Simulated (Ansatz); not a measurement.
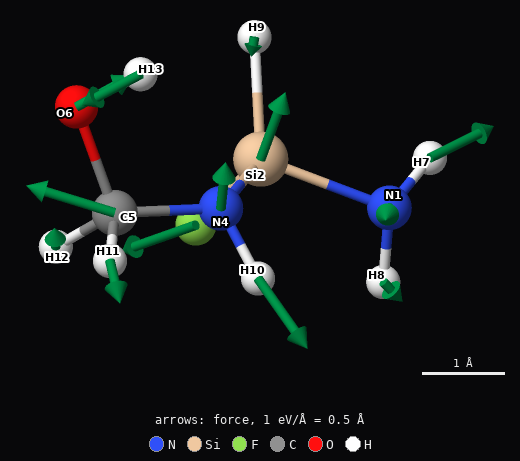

Starting geometry of CH7FN2OSi with the computed forces as green arrows. The picture is a ball-and-stick view, seen from a free direction.

The run prepares an end point of a later path (inversion) calculation, from a guessed geometry.

Level of theory: RKS r2SCAN-D4/6-31G* in Ansatz 0.2.0. Settings: no spin polarisation; force threshold 0.015 eV/Å; at most 40 steps.

Is this structure relaxed? If not, where do the atoms go?

Answer. It isn't relaxed: the largest force vector, on the F atom, is 2.81 eV/Å. The final displacements have little in common with the starting forces (cosine between the two patterns 0.04). The energy falls by 0.931 eV in 11 accepted moves (12 points after the start). Largest force component: 2.6 eV/Å at the start, 0.009 eV/Å at the end. The line search rejected the trial step at point 3 of the run. The atom that moves furthest after the best rigid fit is an H atom (0.91 Å). Largest moves by element: H 0.91 Å, F 0.63 Å, N 0.27 Å, O 0.17 Å, C 0.10 Å, Si 0.02 Å. Near-neighbour distances that change, for instance: F–Si 1.562 → 1.615 Å, N–Si 1.674 → 1.726 Å, C–N 1.395 → 1.443 Å, H–O 1.018 → 0.971 Å. Among the angles between lasting bonds that change: Si–N–H 106.6° → 120.5°, N–Si–F 103.4° → 117.0°, Si–N–H 107.7° → 120.5°. Cost: 66 s on 2 threads of Arm Neoverse V1, with other jobs on the host, peak memory 0.21 GiB.
